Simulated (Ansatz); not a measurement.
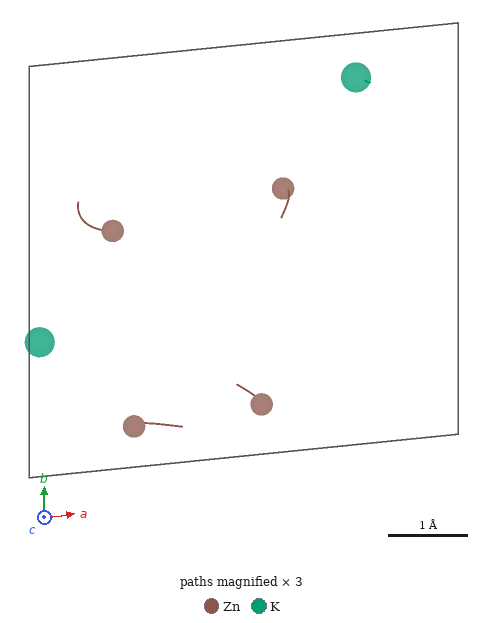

Molecular dynamics of an amorphous cell of composition KZn₂ (6 atoms in the cell), 60 fs long. Lines trace each atom's path, in the colour of its element; spheres stand at the starting positions. The excursions are magnified 3 times. Seen along the c axis in the simulation cell.

Level of theory: DFT, PAW plane waves, PBE in Ansatz 0.2.0. Run with plane-wave cutoff 420 eV; k-point mesh 3 × 3 × 3; Fermi-Dirac smearing 0.05 eV; constant energy (NVE); velocities drawn for 300 K; time step 1 fs.

Question: What do the traces tell about the motion?

Answer: In the second half of the run the atoms are, in the root-mean-square, this far from where they began (common drift taken out): Zn 0.16 Å, K 0.10 Å. The run lasts only 60 fs, too short to tell vibration from diffusion.

Limits of the set-up: the k-point mesh is coarse for a cell with partly filled bands; the periodic images lie only 5.0 Å apart, so the values are limited by the cell's size.

The run took 4 min on 2 threads of Arm Neoverse N1 (shared host), peak memory 0.47 GiB.
